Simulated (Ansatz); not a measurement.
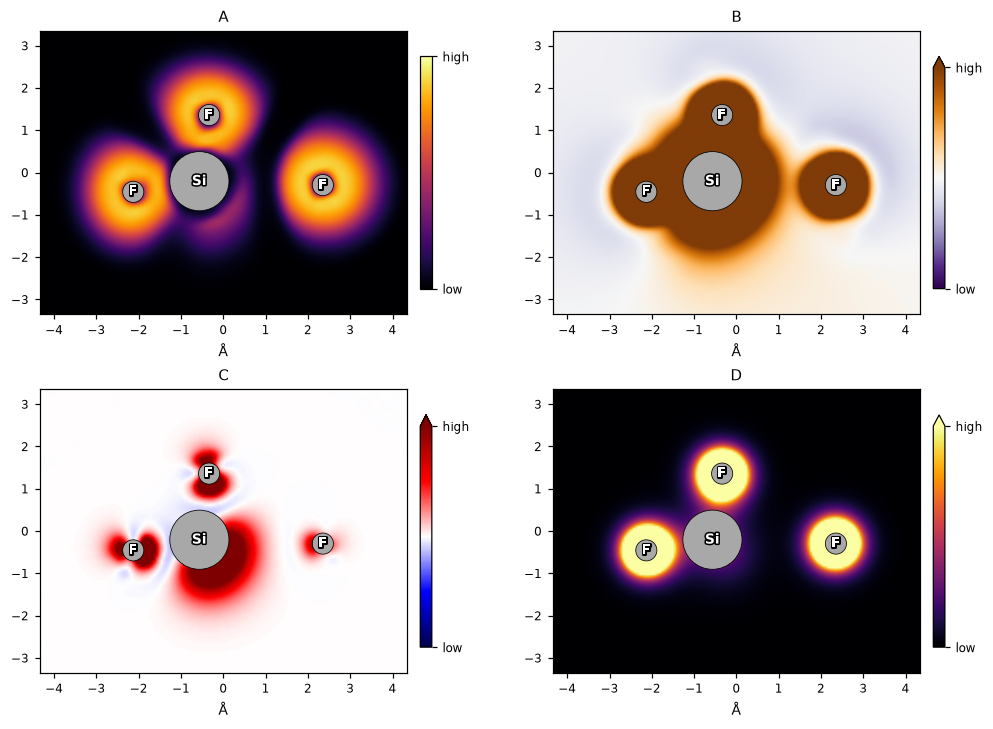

HF···F3Si (doublet): 4 fields on the plane of atoms F3, Si2 and F5, with unlabelled colour scales. Grey discs cover the atomic cores.

The product side of a reaction path; geometry: PBE0-D4/def2-TZVP.

Computed with UKS PBE0-D4/def2-TZVPP (Ansatz 0.2.0).

### Match the panels to the quantities (electron density, electron localisation function, electrostatic potential and spin density).

Panel A: electron localisation function. Panel B: electrostatic potential (strongly positive close to the atoms, with negative regions outside electron-rich atoms). Panel C: spin density (confined to the atoms that carry the unpaired spin). Panel D: electron density. From the grid: Si2···F1 (2.92 Å): the density falls to about 0.07 e/Å³ on the way; the ELF dips to about 0.05 between them. Si–F (1.58 Å): ρ at the midpoint is about 1.2 e/Å³; the ELF peaks at about 0.85 in the valence shell of F, 0.6 Å from its nucleus, and is about 0.50 at the midpoint.
